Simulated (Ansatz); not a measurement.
# BHBr+ (triplet): one geometry, many settings

Aim: run BHBr+ (triplet) at one geometry under a spread of methods and options, and see what each costs and gives.

Computed with Ansatz 0.2.0, Gaussian basis. Level: the settings change from run to run.

35 further runs of the same task are left out: 6 for a known fault of the program, 12 that didn't finish, 17 set aside as unsound or not needed. Runs told in other sessions of the task aren't counted.

### Step 1. What is computed

The geometry is a PBE0/def2-TZVP stationary point (not a proven minimum) of the parent state, kept for this charge and spin. No spin-orbit coupling is included. The filled d shell of Br may be among the frozen orbitals whatever the setting's name suggests.

3 atoms, charge 1, spin multiplicity 3.

Atoms are counted from 1 here; the program's logs count them from 0.

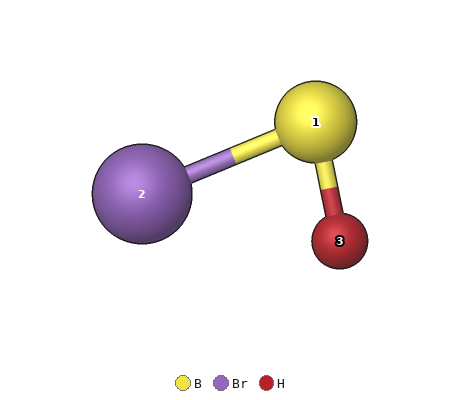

The structure; boron yellow, bromine purple, hydrogen red; atoms are numbered from 1 in the order of the file.

### Step 2. CCSD(T)/cc-pVDZ

Contents of in.yaml:

```yaml
crystal:
  periodic: [false, false, false]
  atoms:
    - {symbol: B, position_ang: [0.000000, -0.188124, 1.715115]}
    - {symbol: Br, position_ang: [0.000000, 0.011759, -0.252218]}
    - {symbol: H, position_ang: [0.000000, 1.085637, 1.598465]}
basis:
  gaussian: {orbitals: cc-pVDZ}
total_charge: 1
magnetization: {spin_polarized: true, initial_magnetization: 2}
hamiltonian: {xc: {name: r2SCAN}}
correlation: {method: ccsd_t, electrons: outside_noble_gas, diis_vectors: 1}
output: {forces: true}
```

On the command line:

```bash
> ansatz run in.yaml --threads 1 --pin off --events-out ev --progress --plain --max-ram 2393MiB
```

The log of the run, cut to the lines that bear on the results:

```text
Functional definition: r2SCAN
  name "r2SCAN"
  cite "Furness, Kaplan, Ning, Perdew & Sun, J. Phys. Chem. Lett. 11, 8208 (2020) doi:10.1021/acs.jpclett.0c02405"
  cite "Furness, Kaplan, Ning, Perdew & Sun, J. Phys. Chem. Lett. 11, 9248 (2020) doi:10.1021/acs.jpclett.0c03077"
  parent r2scan
[...]
492 factors; integrals over basis functions are off by at most 9.5e-4 eV
[...]
mean field -70724.00645099 eV, -2599.0592986205 hartree, gradient 4.5e-6 eV, S^2 2.007588; 3 other end points of the search recorded, 0 dependent functions left out
15 core orbitals not correlated: weight in the atoms' cores, before any rotation towards them, 1.000 or more for the frozen orbitals, at most 0.000 for the correlated occupied ones
reference -70673.15689821 eV, -2597.1906120231 hartree; 6, 4 occupied and 25, 27 virtual orbitals, 492 factors
second order -4.57640610 eV of doubles, -0.22172385 eV of singles
cycle   1  -5.02536594 eV  change   -2.3e-1 eV  update   7.1e-2
[...]
cycle  31  -5.23968068 eV  change    1.2e-6 eV  update   1.1e-6
perturbative correction -0.18575646 eV, -0.0068264240 hartree
[...]
Total energy: -70678.58233535 eV, -2597.3899931603 hartree
Atom 0 at     0.000000    -0.188124     1.715115 Å, force     0.000000     0.761355    -1.163771 eV/Å
Atom 1 at     0.000000     0.011759    -0.252218 Å, force     0.000000    -0.552269     0.345921 eV/Å
Atom 2 at     0.000000     1.085637     1.598465 Å, force    -0.000000    -0.209086     0.817849 eV/Å
Dipole moment:     0.000000     0.031634     0.612654 e Å
```

Run time: 7 s. Hardware: 1 thread of INTEL XEON PLATINUM 8581C at 2.10GHz, shared host.

From the report: ⟨S²⟩ of the determinant 2.008 (pure triplet: 2.00); correlation -5.4254 eV; T1 0.024; largest double amplitude 0.04. The orbitals are Kohn-Sham ones, so correlation energy and T1 don't compare with those on Hartree-Fock orbitals.

### Step 3. CCSD(T) on UHF/6-31G

Contents of in.yaml:

```yaml
crystal:
  periodic: [false, false, false]
  atoms:
    - {symbol: B, position_ang: [0.000000, -0.188124, 1.715115]}
    - {symbol: Br, position_ang: [0.000000, 0.011759, -0.252218]}
    - {symbol: H, position_ang: [0.000000, 1.085637, 1.598465]}
basis:
  gaussian: {orbitals: 6-31G}
total_charge: 1
magnetization: {spin_polarized: true, initial_magnetization: 2}
correlation: {method: ccsd_t, electrons: outside_noble_gas}
```

Launched as before.

The log of the run, cut to the lines that bear on the results:

```text
Functional definition: HF
  name "HF"
  cite "Fock, Z. Phys. 61, 126 (1930) doi:10.1007/BF01340294"
  parent pbe
[...]
419 factors; integrals over basis functions are off by at most 5.5e-4 eV
[...]
mean field -70663.76975317 eV, -2596.8456408057 hartree, gradient 1.3e-6 eV, S^2 2.008081; 9 other end points of the search recorded, 0 dependent functions left out
determinant -70663.76975317 eV, -2596.8456408057 hartree, with singles and doubles -70666.12312323 eV, -2596.9321255600 hartree
determinant -70662.76839145 eV, -2596.8088414410 hartree, with singles and doubles -70664.94821907 eV, -2596.8889486287 hartree
determinant -70661.68306755 eV, -2596.7689565233 hartree, with singles and doubles -70664.01581353 eV, -2596.8546833572 hartree
determinant -70660.85699252 eV, -2596.7385988259 hartree, with singles and doubles -70663.35224531 eV, -2596.8302976746 hartree
15 core orbitals not correlated: weight in the atoms' cores, before any rotation towards them, 1.000 or more for the frozen orbitals, at most 0.000 for the correlated occupied ones
reference -70663.76975317 eV, -2596.8456408057 hartree; 6, 4 occupied and 19, 21 virtual orbitals, 419 factors
second order -1.83842599 eV of doubles, -0.00000000 eV of singles
cycle   1  -2.36633831 eV  change   -2.2e-1 eV  update   1.2e-2
[...]
cycle  10  -2.37875869 eV  change    6.2e-6 eV  update   1.2e-5
perturbative correction -0.08376346 eV, -0.0030782503 hartree
Total energy: -70666.23227532 eV, -2596.9361368254 hartree
```

Wall time 1.9 s (1 thread of INTEL XEON PLATINUM 8581C at 2.10GHz, shared host).

From the report: ⟨S²⟩ of the determinant 2.008 (pure triplet: 2.00); correlation -2.4625 eV; T1 0.029; largest double amplitude 0.04.

### Step 4. CCSDT(Q)/B/cc-pVDZ

Contents of in.yaml:

```yaml
crystal:
  periodic: [false, false, false]
  atoms:
    - {symbol: B, position_ang: [0.000000, -0.188124, 1.715115]}
    - {symbol: Br, position_ang: [0.000000, 0.011759, -0.252218]}
    - {symbol: H, position_ang: [0.000000, 1.085637, 1.598465]}
basis:
  gaussian: {orbitals: cc-pVDZ}
total_charge: 1
magnetization: {spin_polarized: false, initial_magnetization: 2}
hamiltonian: {xc: {name: r2SCAN}}
correlation: {method: ccsdt_q_b, electrons: outside_noble_gas}
accuracy: high
```

The command is unchanged.

The log of the run, cut to the lines that bear on the results:

```text
Functional definition: r2SCAN
  name "r2SCAN"
  cite "Furness, Kaplan, Ning, Perdew & Sun, J. Phys. Chem. Lett. 11, 8208 (2020) doi:10.1021/acs.jpclett.0c02405"
  cite "Furness, Kaplan, Ning, Perdew & Sun, J. Phys. Chem. Lett. 11, 9248 (2020) doi:10.1021/acs.jpclett.0c03077"
  parent r2scan
[...]
917 factors; integrals over basis functions are off by at most 4.6e-9 eV
[...]
mean field -70723.94212794 eV, -2599.0569347922 hartree, gradient 6.7e-8 eV, S^2 2.000000; 3 other end points of the search recorded, 0 dependent functions left out
[...]
15 core orbitals not correlated: weight in the atoms' cores, before any rotation towards them, 1.000 or more for the frozen orbitals, at most 0.000 for the correlated occupied ones
reference -70673.01635756 eV, -2597.1854472495 hartree; 6, 4 occupied and 25, 27 virtual orbitals, 917 factors
second order -4.64046432 eV of doubles, -0.31253135 eV of singles
cycle   1  -5.16480867 eV  change   -2.1e-1 eV  update   8.3e-2
[...]
cycle  33  -5.59080934 eV  change   4.6e-10 eV  update  9.1e-10
perturbative correction -0.01312855 eV, -0.0004824655 hartree
Total energy: -70678.62029546 eV, -2597.3913881687 hartree
```

Wall time 23 s (1 thread of INTEL XEON PLATINUM 8581C at 2.10GHz, shared host); peak memory 0.35 GiB.

From the report: correlation -5.6039 eV; T1 0.024; largest double amplitude 0.05. The orbitals are Kohn-Sham ones, so correlation energy and T1 don't compare with those on Hartree-Fock orbitals.

### Step 5. The runs in one table

Where basis and cores are those of an earlier UCCSDT(Q)/cc-pVDZ run (-70678.7712 eV), and the records show the same count of frozen orbitals and kind of state, the miss against it is given; a blank cell means that this couldn't be shown.

```tsv
level	correlated	functions	energy (eV)	from UCCSDT(Q) (meV)	time
CCSD(T)/cc-pVDZ (on r2SCAN orbitals)	outside noble gas	46	-70678.5823	188.9	7 s
CCSD(T) on UHF/6-31G	outside noble gas	40	-70666.2323		1.9 s
CCSDT(Q)/B/cc-pVDZ (on r2SCAN orbitals)	outside noble gas	46	-70678.6203	150.9	23 s
```

### Step 6. What came out

```
quantity                                          value
    runs                                              3
quickest                    CCSD(T) on UHF/6-31G, 1.9 s
 slowest  CCSDT(Q)/B/cc-pVDZ (on r2SCAN orbitals), 23 s
```

What this shows: Total energies in different bases, with other cores or another treatment of relativity can't be set against each other. «valence» and «outside noble gas» are the program's key words; the logs give how many orbitals each freezes, and for Ga to Kr the 3d shell needn't follow the word's plain sense. CCSDT(Q)/B/cc-pVDZ (on r2SCAN orbitals) took 12 times as long as CCSD(T) on UHF/6-31G; the jobs differ in more than the method. Among the correlated runs with a miss given, it spans +151 to +189 meV. Cores frozen from Kohn-Sham orbitals shift the total energy.
